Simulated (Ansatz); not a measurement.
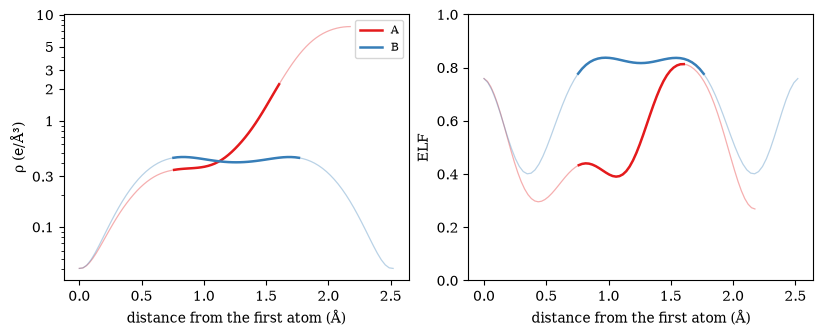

*Si$_{3}$O. Valence charge density (pseudo) and ELF along straight lines between neighbouring atoms. Thin, pale parts lie inside the atomic spheres.*

Space group P6₃22.

Theory: Ansatz 0.2.0, DFT PBE, scalar-relativistic, plane waves, PAW.

The density is the valence pseudo-density of a PAW calculation; it isn't the true density close to the nuclei.

Q: Which curve belongs to which contact (Si–O and Si–Si)? The first atom named is at distance zero.

A: Curve A: Si–O (2.17 Å): ρ at the midpoint is about 0.4 e/Å³; the ELF peaks at about 0.80 in the valence shell of O, 0.6 Å from its nucleus, and drops to about 0.40 between the two atoms. Curve B: Si–Si (2.52 Å): the density is about 0.41 e/Å³ at the midpoint; the ELF peaks at about 0.85 between the atoms.
